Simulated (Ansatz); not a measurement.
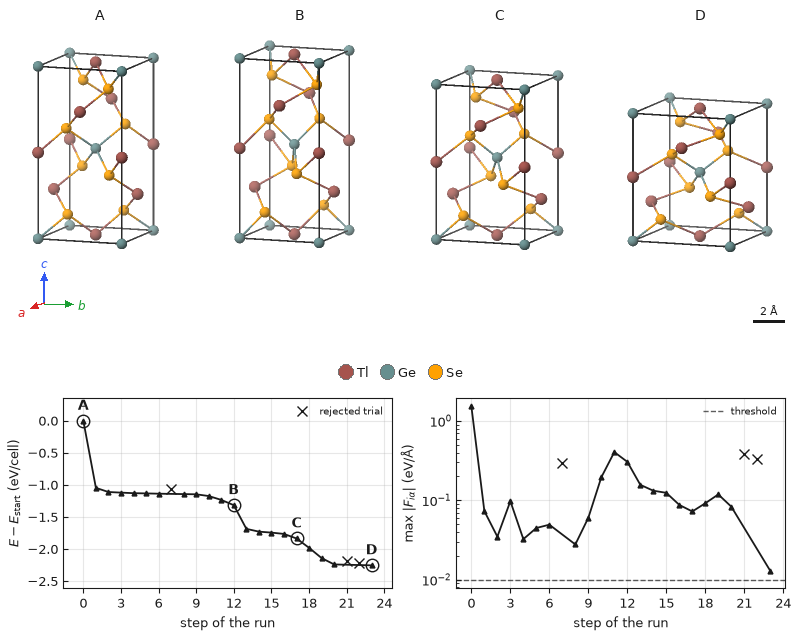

Frames of a relaxation of crystalline Tl₂GeSe₄ (built on the Al2ZnS4-82 type type), marked on the history of the run. The picture is a ball-and-stick view of the conventional cell (2 times the calculation's cell), seen slightly off an axis. Lengths and directions refer to the drawn axes.

These are results of DFT, PBEsol, plane waves, PAW (Ansatz 0.2.0), not measurements.

The input:
```yaml
crystal:
  lattice:
    - [-2.94479858, 2.94479858, 5.74837893]
    - [2.94479858, -2.94479858, 5.74837893]
    - [2.94479858, 2.94479858, -5.74837893]
  atoms:
    - { symbol: Tl, position: [0.5, 0.5, 0.0] }
    - { symbol: Tl, position: [0.25, 0.75, 0.5] }
    - { symbol: Ge, position: [0.0, 0.0, 0.0] }
    - { symbol: Se, position: [0.12785701, 0.12738674, 0.51344322] }
    - { symbol: Se, position: [0.61394352, 0.61441379, 0.48655678] }
    - { symbol: Se, position: [0.38558621, 0.87214299, 0.99952973] }
    - { symbol: Se, position: [0.87261326, 0.38605648, 0.00047027] }
kpoints:
  mp_grid: { grid: [6, 6, 6] }
hamiltonian:
  xc: pbesol
scf:
  occupations: { method: fermi_dirac, width: 0.03 }
relax:
  f_tol: 0.01
  cell: {}
  max_steps: 120
output:
  write_density: true
  write_potential: true
  elf: true
  volumetric_format: npy
```

Command:
```bash
ansatz run input.yaml --threads 4 --pin off --max-ram 4608MiB --backend cpu --events-out ev --progress --plain --runs-dir out
```

Describe the path.

Answer. The run was cut off at its time limit before the relaxation converged, so the last structure is only a point on the way. After 20 accepted moves (23 points after the start) the energy has fallen by 2.252 eV per cell of the calculation. The largest force component goes from 1.5 to 0.013 eV/Å. Pressure: 9.32 GPa at the start and −0.08 GPa at the end. The line search rejected the trial steps at points 7, 21, 22 of the run. The largest moves relative to the cell, 0.59 Å, are those of Se4, Se5, Se6 and Se7. Se6 goes along [3 −2 1]. Tl and Ge stay in place. The drawn cell changes at constant volume: a = b 5.890 → 6.844 Å (+16.2 %), c 11.497 → 8.511 Å (−26.0 %). Near-neighbour distances that change, for instance: Tl1–Se4 2.512 → 3.172 Å, Ge3–Se4 2.603 → 2.364 Å, Tl2–Se4 2.503 → 2.715 Å. Bond angles that change, for instance: Se4–Tl2–Se5 112.5° → 145.3°, Tl1–Se4–Tl2 110.3° → 86.0°, Se4–Tl1–Se5 107.6° → 130.9°. The space group stays I-4 (No. 82). From step 0 to 12: Se atoms move most (0.73 Å), volume −6.5 %, energy −1.315 eV per cell of the calculation. From step 12 to 17: Se atoms move most (0.25 Å), volume +6.9 %, energy −0.519 eV per cell of the calculation. From step 17 to 23: Se atoms move most (0.28 Å), energy −0.419 eV per cell of the calculation.

| step | E − E(0), meV/atom | largest force component, eV/Å | pressure, GPa | volume, Å³/atom | note |
| --- | --- | --- | --- | --- | --- |
| 0 | 0.00 | 1.5246 | 9.32 | 28.485 |  |
| 1 | -149.17 | 0.0732 | -1.30 | 32.005 |  |
| 2 | -158.44 | 0.0349 | -0.48 | 30.242 |  |
| 3 | -159.78 | 0.0977 | 0.30 | 28.506 |  |
| 4 | -161.03 | 0.0325 | 0.04 | 29.127 |  |
| 5 | -161.56 | 0.0449 | 0.04 | 28.970 |  |
| 6 | -162.18 | 0.0494 | 0.05 | 28.792 |  |
| 7 | -152.54 | 0.2947 | 0.88 | 27.061 | rejected |
| 8 | -163.08 | 0.0279 | -0.07 | 28.655 |  |
| 9 | -163.53 | 0.0604 | 0.00 | 28.507 |  |
| 10 | -167.41 | 0.1954 | 0.07 | 27.921 |  |
| 11 | -176.02 | 0.4057 | 0.91 | 26.951 |  |
| 12 | -187.83 | 0.3058 | 2.63 | 26.647 |  |
| 13 | -240.48 | 0.1570 | 0.54 | 28.482 |  |
| 14 | -246.70 | 0.1324 | -0.50 | 29.474 |  |
| 15 | -248.83 | 0.1245 | -0.47 | 28.977 |  |
| 16 | -251.79 | 0.0877 | -0.41 | 28.899 |  |
| 17 | -261.92 | 0.0725 | 0.31 | 28.474 |  |
| 18 | -282.69 | 0.0920 | 0.34 | 28.569 |  |
| 19 | -305.53 | 0.1188 | 0.58 | 28.581 |  |
| 20 | -319.71 | 0.0834 | -0.74 | 28.988 |  |
| 21 | -312.79 | 0.3860 | 1.52 | 27.520 | rejected |
| 22 | -316.91 | 0.3299 | 0.24 | 28.219 | rejected |
| 23 | -321.76 | 0.0130 | -0.08 | 28.474 |  |
